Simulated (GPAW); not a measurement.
# Work function of Li/W(100) at several levels

How far do functional and basis move the work function of Li/W(100)?

Calculated with GPAW 26.7.0; GPAW, PAW setups; slab in vacuum, relaxation, in the first sound run; inputs show where later runs differ.

## (1) The structure

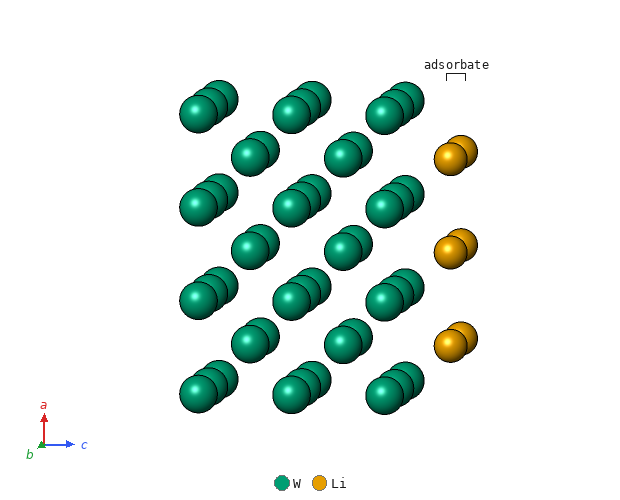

The starting structure, seen from the side, with the c axis across the page (tungsten teal, lithium orange). 3×2×1 cells are drawn. Some periodic images of atoms are drawn too.

The cell holds 6 atoms: 5 W and 1 Li. Its edges and angles: a = 3.160 Å, b = 3.160 Å, c = 24.389 Å, α = 90.0°, β = 90.0°, γ = 90.0°. Vacuum lies along c.

## (2) Relaxation

Forces are removed first; all later runs use this geometry. The lowest 3 atoms are held at bulk positions and keep their forces.

Input file run.py:

```python
import json
import numpy as np
from ase import Atoms
from ase.constraints import FixAtoms
from ase.optimize import BFGS
from gpaw import GPAW, PW

slab = Atoms(
    ['W', 'W', 'W', 'W', 'W', 'Li'],
    positions=[
        [0.00000, 0.00000, 8.00000],
        [1.58000, 1.58000, 9.58000],
        [0.00000, 0.00000, 11.16000],
        [1.58000, 1.58000, 12.74000],
        [0.00000, 0.00000, 14.32000],
        [1.58000, 1.58000, 16.38863]],
    cell=[[3.16, 0.0, 0.0], [0.0, 3.16, 0.0], [0.0, 0.0, 24.38863]],
    pbc=[True, True, False])

slab.calc = GPAW(mode=PW(400), xc='PBE', kpts={'size': (10, 10, 1), 'gamma': True},
                 occupations={'name': 'fermi-dirac', 'width': 0.1}, nbands='300%',
                 convergence={'density': 1e-05}, maxiter=200,
                 poissonsolver={'dipolelayer': 'xy'},
                 symmetry={'tolerance': 1e-3, 'extra_ids': [1, 1, 1, 0, 0, 0]}, txt='slab.txt')
result = {}
slab.set_constraint(FixAtoms([0, 1, 2]))
path = []
opt = BFGS(slab, maxstep=0.2)
opt.attach(lambda: path.append((slab.get_potential_energy(), slab.positions.tolist(), slab.get_forces().tolist())))
result['relaxed'] = bool(opt.run(fmax=0.03, steps=40))
result['path'] = path
energy = slab.get_potential_energy()
fermi = slab.calc.get_fermi_level()
v = slab.calc.get_electrostatic_potential().mean((0, 1)) - fermi
n = slab.calc.get_pseudo_density().mean((0, 1))
L = slab.cell[2, 2]
z = np.arange(len(v)) * L / len(v)
low, high = slab.positions[:, 2].min(), slab.positions[:, 2].max()
below, above = np.interp([low - 5.8, high + 5.8], z, v)
slopes = [np.interp(x, z, np.gradient(v, z)) for x in (low - 5.8, high + 5.8)]
eps = np.array([[slab.calc.get_eigenvalues(k, s) for k in range(len(slab.calc.get_ibz_k_points()))]
                for s in range(slab.calc.get_number_of_spins())]) - fermi
top, bottom = eps[eps < 0].max(), eps[eps > 0].min()
dipole = slab.get_dipole_moment()[2]
print(f'energy {energy:.4f} eV, Fermi level {fermi:.4f} eV, dipole {dipole:.5f} e A')
print(f'potential 5.8 A off the faces, from the Fermi level: lower {below:.4f} eV, upper {above:.4f} eV')
print(f'slope of the potential there: lower {slopes[0]:.5f}, upper {slopes[1]:.5f} eV/A')
print(f'nearest levels on the mesh: {top:.4f} and {bottom:.4f} eV')
print('magnetic moment', round(slab.get_magnetic_moment(), 3))
result.update(energy=energy, fermi=fermi, dipole=dipole, below=below, above=above, slopes=slopes, edges=[top, bottom],
              z=z.tolist(), v=v.tolist(), n=n.tolist(), positions=slab.positions.tolist(),
              forces=slab.get_forces(apply_constraint=False).tolist(), moments=slab.get_magnetic_moments().tolist())
json.dump(result, open('result.json', 'w'))
```

Run with:

```console
$ OMP_NUM_THREADS=1 OPENBLAS_NUM_THREADS=1 python run.py
```

Output:

```text
Step          Energy          fmax
BFGS:    0      -55.431825        0.964773
BFGS:    1      -55.447649        0.718707
BFGS:    2      -55.473610        0.395191
BFGS:    3      -55.476690        0.382823
BFGS:    4      -55.504356        0.424978
BFGS:    5      -55.508944        0.312205
BFGS:    6      -55.513609        0.363193
BFGS:    7      -55.517615        0.400150
BFGS:    8      -55.524671        0.331056
BFGS:    9      -55.528892        0.153870
BFGS:   10      -55.529987        0.034141
BFGS:   11      -55.530034        0.003026
energy -55.4339 eV, Fermi level 2.5857 eV, dipole 0.06396 e A
potential 5.8 A off the faces, from the Fermi level: lower 4.2377 eV, upper 3.0837 eV
slope of the potential there: lower -0.00063, upper 0.00054 eV/A
nearest levels on the mesh: -0.0087 and 0.0018 eV
magnetic moment 0.0
```

Run time: 36 min. Hardware: 1 thread of Intel Xeon at 2.80GHz (Skylake/Cascade Lake), shared host; peak memory 0.37 GiB.

The steps of the relaxation:

```
step  energy less that of the first step (eV)  largest force (eV/Å)
   1                                   0.0000                0.9648
   2                                  -0.0150                0.7187
   3                                  -0.0378                0.3952
   4                                  -0.0408                0.3828
   5                                  -0.0686                0.4250
   6                                  -0.0739                0.3122
   7                                  -0.0795                0.3632
   8                                  -0.0840                0.4002
   9                                  -0.0917                0.3311
  10                                  -0.0958                0.1539
  11                                  -0.0964                0.0341
  12                                  -0.0964                0.0030
```

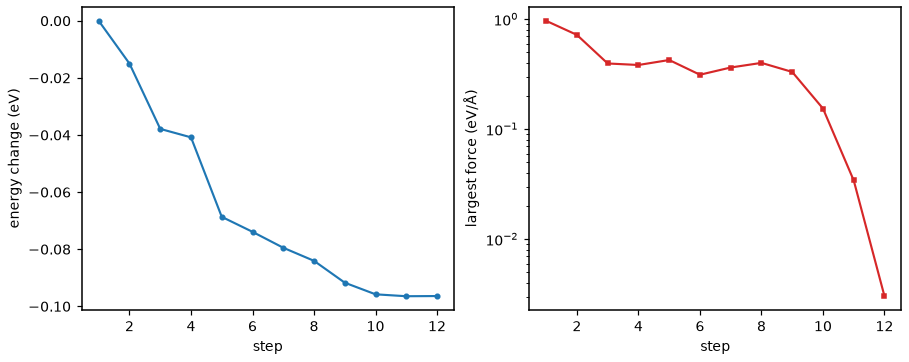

Energy and largest force along the relaxation.

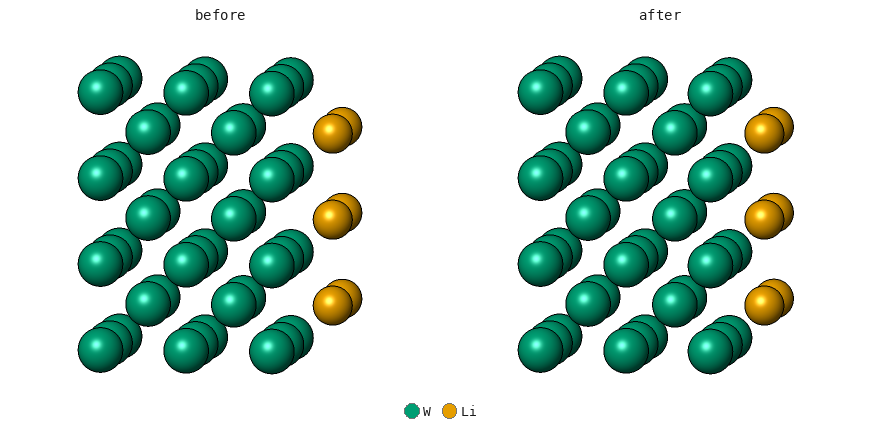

Before and after, at one scale.

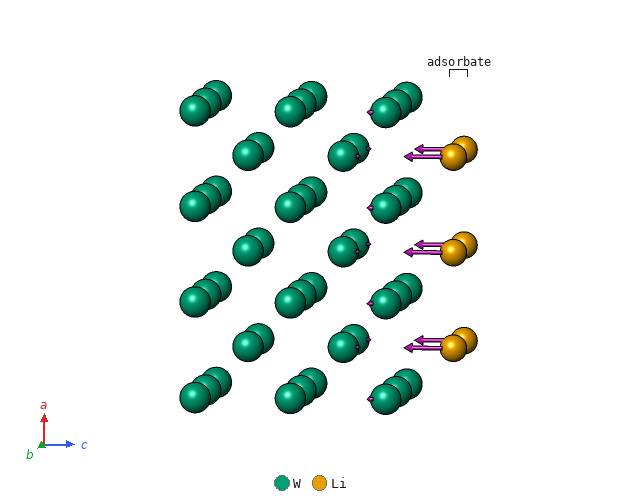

Displacements in the relaxation, exaggerated; the longest in the cell stands for 0.31 Å. 3×2×1 cells are drawn. Some periodic images of atoms are drawn too.

The atoms that moved most (Å):

```
atom     dx     dy      dz  length
 Li6  0.000  0.000  -0.310   0.310
  W5  0.000  0.000  -0.053   0.053
  W4  0.000  0.000   0.040   0.040
```

Final coordinates:

```xyz
6
Lattice="3.1600 0.0000 0.0000 0.0000 3.1600 0.0000 0.0000 0.0000 24.3886" Properties=species:S:1:pos:R:3
W     0.0000    0.0000    8.0000
W     1.5800    1.5800    9.5800
W     0.0000    0.0000   11.1600
W     1.5800    1.5800   12.7798
W     0.0000    0.0000   14.2668
Li    1.5800    1.5800   16.0787
```

Numbers from this step:

| Property | Result |
| --- | --- |
| dipole along the normal | 0.06396 e·Å |
| levels nearest the Fermi level on the mesh | -0.008735, 0.001796 eV from the Fermi level |
| upper work function | 3.084 eV |
| lower work function | 4.238 eV |

The electrostatic potential energy of an electron (without an applied field's), less the Fermi level, planar mean oscillates, so the rows of the table below give means over windows of 1.63 Å about each position, cut where the curve ends. Its maxima inside the range that stand out by 2 % of the span (Å: eV): 1.1: 4.24, 8.7: -8.64, 10.4: -9.05, 12.0: -8.36, 13.5: -10.2, 15.5: -0.466. Its minima: 8.0: -20.0, 9.6: -20.6, 11.2: -20.6, 12.8: -20.6, 14.2: -20.1, 16.1: -1.68.

The electrostatic potential energy of an electron (without an applied field's), less the Fermi level, planar mean by z; means over each step:

```
z (Å)  electrostatic potential energy of an electron (without an applied field's), less the Fermi level, planar mean (eV)
 0.81                                                                                                                4.17
 2.44                                                                                                                4.24
 4.07                                                                                                                4.23
 5.71                                                                                                                3.79
 7.33                                                                                                               -7.64
 8.96                                                                                                               -14.4
10.59                                                                                                               -14.7
12.22                                                                                                               -14.3
13.85                                                                                                               -15.0
15.48                                                                                                               -2.76
17.11                                                                                                                1.50
18.75                                                                                                                3.00
20.38                                                                                                                3.08
22.00                                                                                                                3.08
23.64                                                                                                                3.12
```

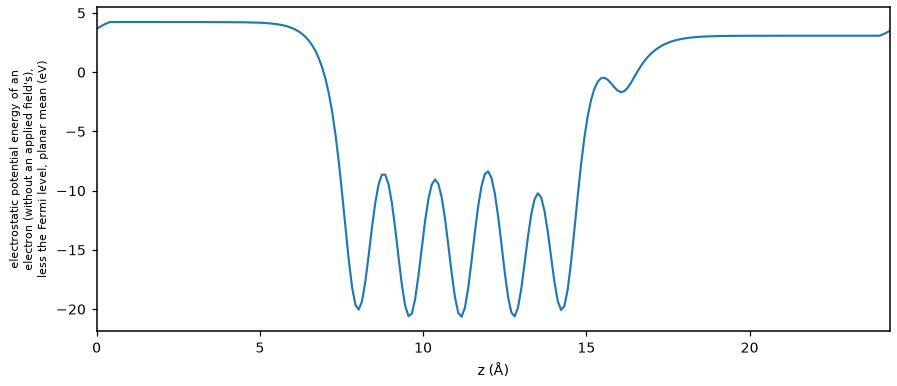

Electrostatic potential energy of an electron (without an applied field's), less the Fermi level, planar mean against z.

The pseudo valence density, planar mean oscillates, so the rows of the table below give means over windows of 1.63 Å about each position, cut where the curve ends. Its maxima inside the range that stand out by 2 % of the span (Å: e/Å³): 7.9: 1.31, 9.6: 1.36, 11.2: 1.37, 12.8: 1.37, 14.2: 1.35. Its minima: 8.7: 0.534, 10.4: 0.520, 12.0: 0.495, 13.6: 0.605.

Pseudo valence density, planar mean against z; means over each step:

```
z (Å)  pseudo valence density, planar mean (e/Å³)
 2.44                                      8.6e-6
 4.07                                      3.3e-4
 5.71                                      0.0121
 7.33                                       0.538
 8.96                                       0.895
10.59                                       0.892
12.22                                       0.871
13.85                                       0.922
15.48                                       0.207
17.11                                      0.0227
18.75                                     0.00169
20.38                                      6.9e-5
```

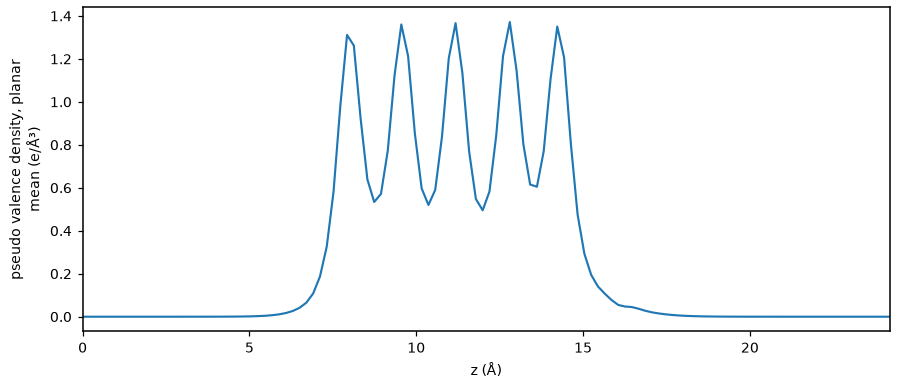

Pseudo valence density, planar mean against z.

The relaxation lowered the energy of the cell by 0.0964 eV (energies extrapolated to zero smearing; the optimiser's log prints free energies). The largest force left on a free atom is 0.0030 eV/Å.

## (3) Plane waves, PBE

With the geometry fixed, the planar mean of the potential gives the vacuum level on each side.

This step: GPAW, PAW setups; slab in vacuum (GPAW 26.7.0).

run.py, as its differences from that of step 2:

```diff
@@ -3,4 +3,2 @@
 from ase import Atoms
-from ase.constraints import FixAtoms
-from ase.optimize import BFGS
 from gpaw import GPAW, PW
@@ -13,5 +11,5 @@
         [0.00000, 0.00000, 11.16000],
-        [1.58000, 1.58000, 12.74000],
-        [0.00000, 0.00000, 14.32000],
-        [1.58000, 1.58000, 16.38863]],
+        [1.58000, 1.58000, 12.77978],
+        [-0.00000, -0.00000, 14.26678],
+        [1.58000, 1.58000, 16.07871]],
     cell=[[3.16, 0.0, 0.0], [0.0, 3.16, 0.0], [0.0, 0.0, 24.38863]],
@@ -23,10 +21,4 @@
                  poissonsolver={'dipolelayer': 'xy'},
-                 symmetry={'tolerance': 1e-3, 'extra_ids': [1, 1, 1, 0, 0, 0]}, txt='slab.txt')
+                 symmetry={'tolerance': 1e-3}, txt='slab.txt')
 result = {}
-slab.set_constraint(FixAtoms([0, 1, 2]))
-path = []
-opt = BFGS(slab, maxstep=0.2)
-opt.attach(lambda: path.append((slab.get_potential_energy(), slab.positions.tolist(), slab.get_forces().tolist())))
-result['relaxed'] = bool(opt.run(fmax=0.03, steps=40))
-result['path'] = path
 energy = slab.get_potential_energy()
```

Output:

```text
energy -55.4339 eV, Fermi level 2.5857 eV, dipole 0.06380 e A
potential 5.8 A off the faces, from the Fermi level: lower 4.2376 eV, upper 3.0837 eV
slope of the potential there: lower -0.00062, upper 0.00052 eV/A
nearest levels on the mesh: -0.0088 and 0.0018 eV
magnetic moment 0.0
```

Run time: 4.8 min. Hardware: 1 thread; peak memory 0.37 GiB.

This step gave:

- dipole along the normal: 0.06380 e·Å
- levels nearest the Fermi level on the mesh: -0.008770, 0.001816 eV from the Fermi level

The electrostatic potential energy of an electron (without an applied field's), less the Fermi level, planar mean oscillates, so the rows of the table below give means over windows of 1.63 Å about each position, cut where the curve ends. Its maxima inside the range that stand out by 2 % of the span (Å: eV): 1.1: 4.24, 8.7: -8.64, 10.4: -9.05, 12.0: -8.36, 13.5: -10.2, 15.5: -0.466. Its minima: 8.0: -20.0, 9.6: -20.6, 11.2: -20.6, 12.8: -20.6, 14.2: -20.1, 16.1: -1.68.

The electrostatic potential energy of an electron (without an applied field's), less the Fermi level, planar mean by z; means over each step:

(Unchanged from step 2.)

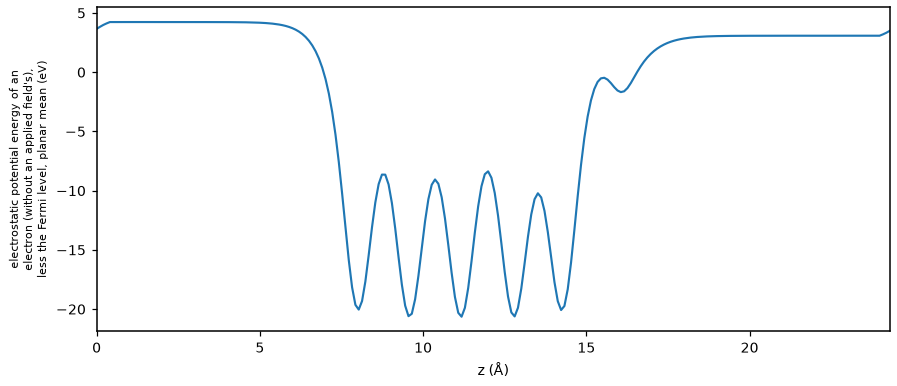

Electrostatic potential energy of an electron (without an applied field's), less the Fermi level, planar mean against z.

The pseudo valence density, planar mean oscillates, so the rows of the table below give means over windows of 1.63 Å about each position, cut where the curve ends. Its maxima inside the range that stand out by 2 % of the span (Å: e/Å³): 7.9: 1.31, 9.6: 1.36, 11.2: 1.37, 12.8: 1.37, 14.2: 1.35. Its minima: 8.7: 0.534, 10.4: 0.520, 12.0: 0.495, 13.6: 0.605.

The pseudo valence density, planar mean by z; means over each step:

(Unchanged from step 2.)

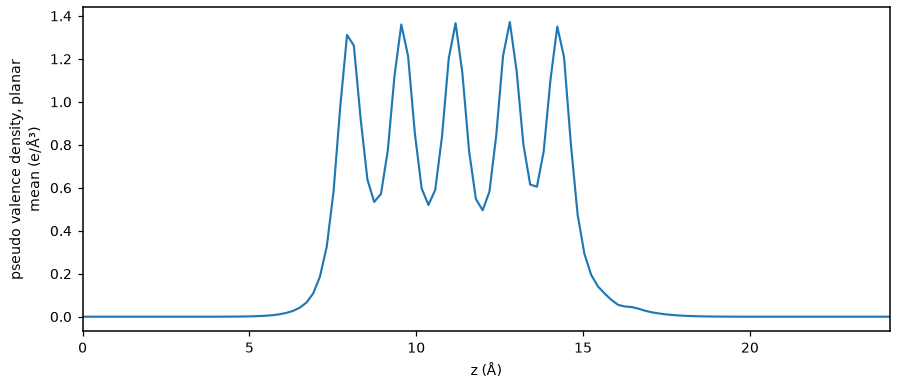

Pseudo valence density, planar mean against z.

Force by atom:

```
atom  x (eV/Å)  y (eV/Å)  z (eV/Å)  size
  W1      0.00      0.00      1.25  1.25
  W2      0.00      0.00     -1.39  1.39
  W3      0.00      0.00      0.14  0.14
  W4      0.00      0.00      0.00  0.00
  W5      0.00      0.00      0.00  0.00
 Li6      0.00      0.00      0.00  0.00
```

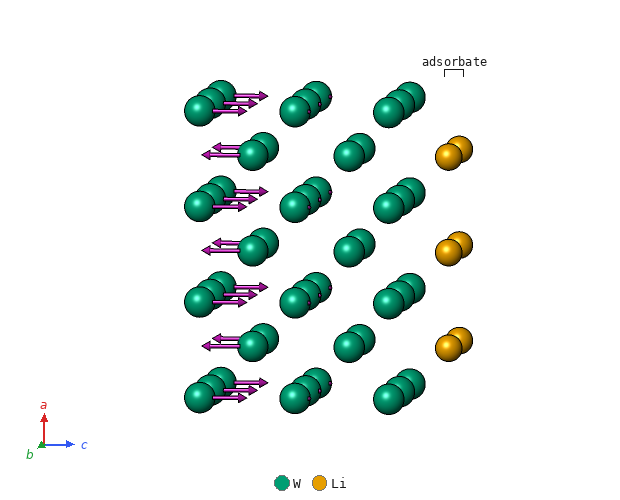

Force as arrows, the longest 1.39 eV/Å. 3×2×1 cells are drawn. Some periodic images of atoms are drawn too.

The potential is flat to 6.2e-4 eV/Å where it is read, so the vacuum is wide enough.

## (4) OptPBE vdW: xc = "optPBE-vdW"

The same geometry under optPBE-vdW, to see how far the functional moves the levels against the vacuum (the van der Waals functionals take revPBE setups).

run.py, as its differences from that of step 3:

```diff
@@ -17,3 +17,3 @@
 
-slab.calc = GPAW(mode=PW(400), xc='PBE', kpts={'size': (10, 10, 1), 'gamma': True},
+slab.calc = GPAW(mode=PW(400), xc='optPBE-vdW', kpts={'size': (10, 10, 1), 'gamma': True},
                  occupations={'name': 'fermi-dirac', 'width': 0.1}, nbands='300%',
```

Output:

```text
energy -140.0914 eV, Fermi level 2.5053 eV, dipole 0.06912 e A
potential 5.8 A off the faces, from the Fermi level: lower 4.4453 eV, upper 3.1951 eV
slope of the potential there: lower -0.00082, upper 0.00069 eV/A
nearest levels on the mesh: -0.0498 and 0.0034 eV
magnetic moment 0.0
```

Elapsed: 5.2 min, on 1 thread; peak memory 0.51 GiB.

Numbers from this step:

```yaml
dipole_along_the_normal: 0.06912 e·Å
levels_nearest_the_fermi_level_on_the_mesh: -0.04980, 0.003419 eV from the Fermi level
upper_work_function: 3.195 eV
lower_work_function: 4.445 eV
```

The electrostatic potential energy of an electron (without an applied field's), less the Fermi level, planar mean oscillates, so the rows of the table below give means over windows of 1.63 Å about each position, cut where the curve ends. Its maxima inside the range that stand out by 2 % of the span (Å: eV): 1.1: 4.45, 8.7: -8.65, 10.4: -9.06, 12.0: -8.39, 13.5: -10.2, 15.5: -0.493. Its minima: 8.0: -20.0, 9.6: -20.6, 11.2: -20.6, 12.8: -20.6, 14.2: -20.0, 16.1: -1.70.

The electrostatic potential energy of an electron (without an applied field's), less the Fermi level, planar mean by z; means over each step:

```
z (Å)  electrostatic potential energy of an electron (without an applied field's), less the Fermi level, planar mean (eV)
 0.81                                                                                                                4.37
 2.44                                                                                                                4.44
 4.07                                                                                                                4.43
 5.71                                                                                                                3.94
 7.33                                                                                                               -7.60
 8.96                                                                                                               -14.5
10.59                                                                                                               -14.8
12.22                                                                                                               -14.3
13.85                                                                                                               -15.0
15.48                                                                                                               -2.78
17.11                                                                                                                1.52
18.75                                                                                                                3.09
20.38                                                                                                                3.19
22.00                                                                                                                3.19
23.64                                                                                                                3.24
```

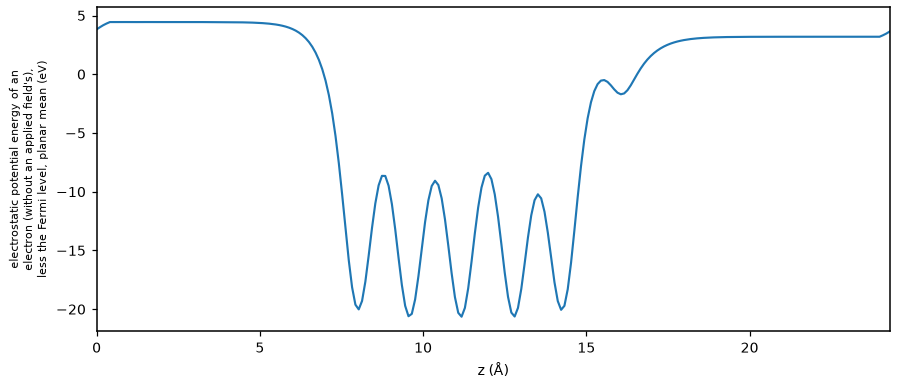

Electrostatic potential energy of an electron (without an applied field's), less the Fermi level, planar mean, plotted against z.

The pseudo valence density, planar mean oscillates, so the rows of the table below give means over windows of 1.63 Å about each position, cut where the curve ends. Its maxima inside the range that stand out by 2 % of the span (Å: e/Å³): 7.9: 1.31, 9.6: 1.36, 11.2: 1.37, 12.8: 1.37, 14.2: 1.35. Its minima: 8.7: 0.533, 10.4: 0.520, 12.0: 0.495, 13.6: 0.605.

Pseudo valence density, planar mean against z; means over each step:

```
z (Å)  pseudo valence density, planar mean (e/Å³)
 2.44                                      1.4e-5
 4.07                                      4.2e-4
 5.71                                      0.0123
 7.33                                       0.538
 8.96                                       0.895
10.59                                       0.892
12.22                                       0.871
13.85                                       0.922
15.48                                       0.207
17.11                                      0.0226
18.75                                     0.00183
20.38                                      1.0e-4
```

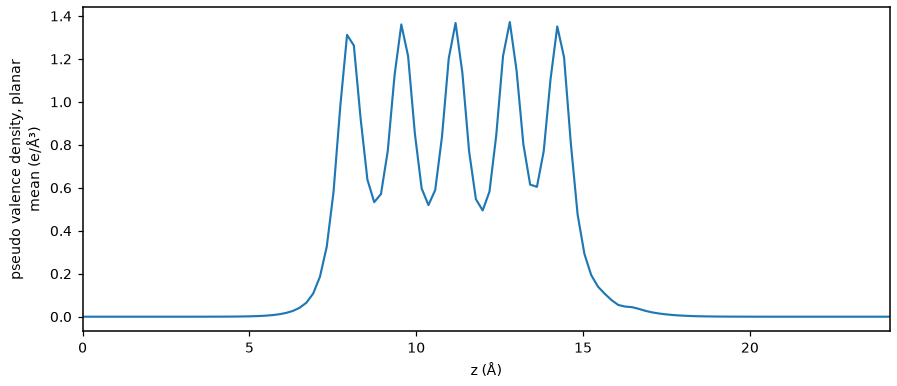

Pseudo valence density, planar mean against z.

Force by atom:

```
atom  x (eV/Å)  y (eV/Å)  z (eV/Å)  size
  W1      0.00      0.00      0.84  0.84
  W2      0.00      0.00     -1.39  1.39
  W3      0.00      0.00      0.12  0.12
  W4      0.00      0.00      0.02  0.02
  W5      0.00      0.00      0.34  0.34
 Li6      0.00      0.00      0.06  0.06
```

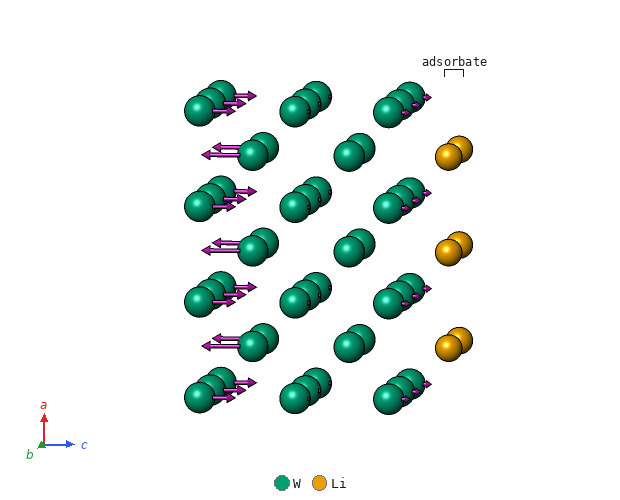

Force as arrows, the longest 1.39 eV/Å. 3×2×1 cells are drawn. Some periodic images of atoms are drawn too.

The upper face's work function is 3.195 eV, against 3.084 eV in the first plane-wave PBE run at this geometry.

(Continued in part 2 of 3.)

[Logs are printed without paths, hosts, clocks, repeated set-up lines and the standing remarks that a program may print on its own settings, such as how far it seeks lower states.]

[Hosts, paths, dates, database ids (printed as entryN), source tags and the programs' standing remarks are cut or masked in the printed files.]
